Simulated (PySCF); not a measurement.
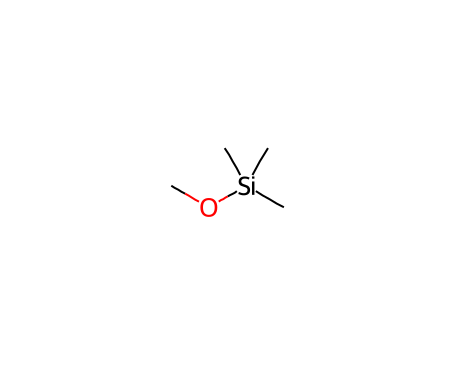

The drawing above gives the connectivity. The geometry was computed by an optimisation with PBE0-D3(BJ)/def2-SVP. No frequency run is at hand to confirm it as a minimum.

What does the molecule look like in three dimensions?

Formula C4H12OSi. SMILES: `CO[Si](C)(C)C`. It has no ring. Among its groups: Si–O bond. Coordination: 4 C tetrahedral; 1 O bent; 1 Si tetrahedral.

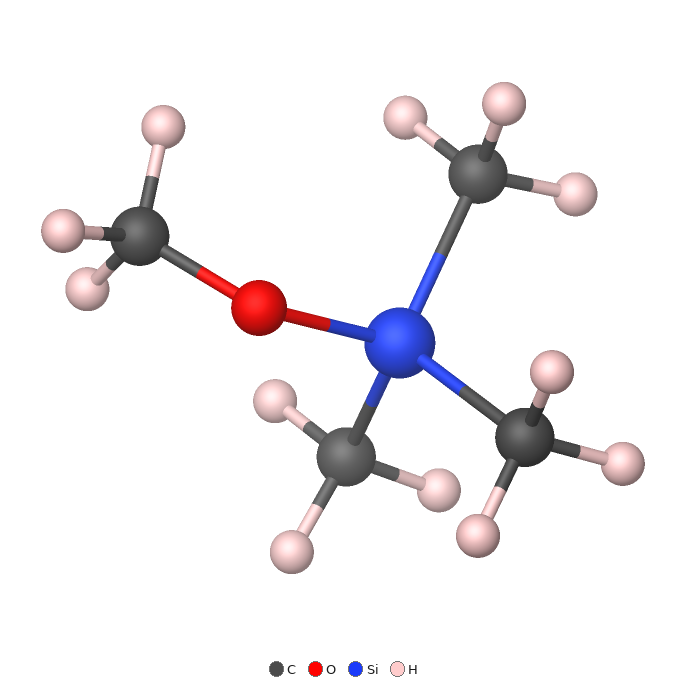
